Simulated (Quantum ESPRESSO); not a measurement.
Consider TiRe (Pm-3m).

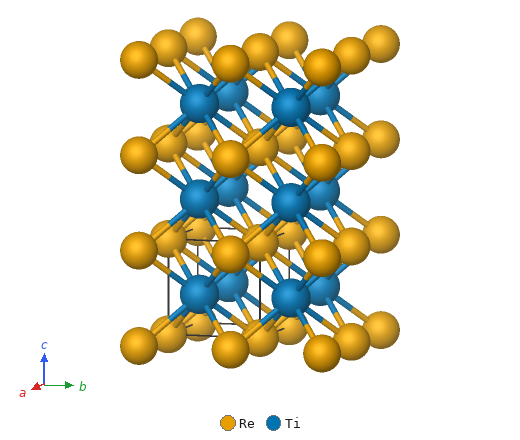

The structure (rhenium orange, titanium blue). 2×2×3 cells are drawn. Some periodic images of atoms are drawn too.

```
CELL_PARAMETERS angstrom
3.11800 0.00000 0.00000
0.00000 3.11800 0.00000
0.00000 0.00000 3.11800
ATOMIC_POSITIONS crystal
Re 0.00000 0.00000 0.00000
Ti 0.50000 0.50000 0.50000
```

Absorber: atom 2, with 8 Re at 2.70 Å and 6 Ti at 3.12 Å (cube and octahedron, as in bcc, site symmetry m-3m). Method: Quantum ESPRESSO XSpectra, PBEsol, excited-electron core hole (neutral cell), 8-atom cell with 5.4 Å between holes, 5×5×5 k points, dipole transitions, Lorentzian half width 0.47 eV up to 4 eV, rising linearly to 4 eV at 25 eV, without spin-orbit coupling.

Q: Predict the near-edge structure at the Ti K edge.

Main maxima up to 30 eV above the zero (height): 0.4 eV (0.42) and 14.6 eV (1.62). A K edge sees empty p states. The first eV above the zero hold little dipole weight, as the lowest empty bands are of d character; the main edge, of 4p character, rises through 0.6 near 6 eV above the zero. The total-energy difference is 4977.54 eV. One term is added: -22.82 eV, since the hole is spin-paired here and a spin-polarised one costs that much less in the free atom (computed apart). The photon energy is then 4954.72 eV. The tabulated edge of the element is 4966 eV. The functional leaves an error in such absolute values: in the free atom PBEsol prices this hole 6.2 eV below PBE (computed apart), and PBE is itself good to a few eV.

The Ti K spectrum (energy from the energy zero of the input (xe0, at the border of filled and empty states); intensity scaled to a mean of 1 over the first 20 eV; the points at xe0, where the cut of filled states can leave a spike, are interpolated):

```tsv
E (eV)	intensity
-2.0	0.05
-0.5	0.15
1.0	0.33
2.5	0.30
4.0	0.34
5.5	0.53
7.0	0.72
8.5	0.77
10.0	0.93
11.5	1.19
13.0	1.51
14.5	1.62
16.0	1.61
17.5	1.60
19.0	1.55
20.5	1.47
22.0	1.39
23.5	1.34
25.0	1.31
26.5	1.29
28.0	1.28
29.5	1.26
31.0	1.26
```

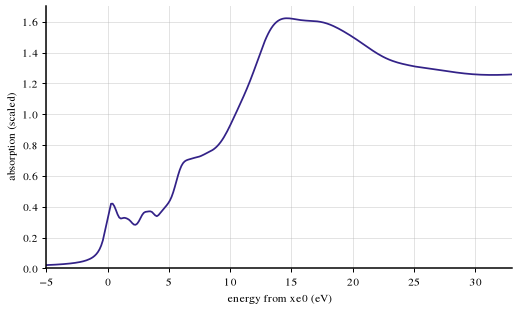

The Ti K edge.

Quadrupole 1s→3d transitions, which feed the pre-edge, are not in the dipole spectrum. The holes are only 5.4 Å apart, so the shape is probably not converged with cell size; no larger cell was run here. Lifetime broadening is put in by hand, and intensities beyond about 20 eV depend on it and on the partial waves. The structure is a published determination, not relaxed.

[Banner, clock and machine lines of the logs are left out without a mark of their own.]

[Logs are printed without paths, hosts, clocks, repeated set-up lines and the standing remarks that a program may print on its own settings, such as how far it seeks lower states.]

[Hosts, paths, dates, database ids (printed as entryN), source tags and the programs' standing remarks are cut or masked in the printed files.]

[Lists of maxima count a maximum above −3 eV only where it reaches 4 % of the highest in the window and stands out from its surroundings by 2 % of it (1.5 % where it reaches 55 %); shoulders and weaker maxima are passed over, and of the rest the first, up to two pre-edge ones and the few strongest are named.]
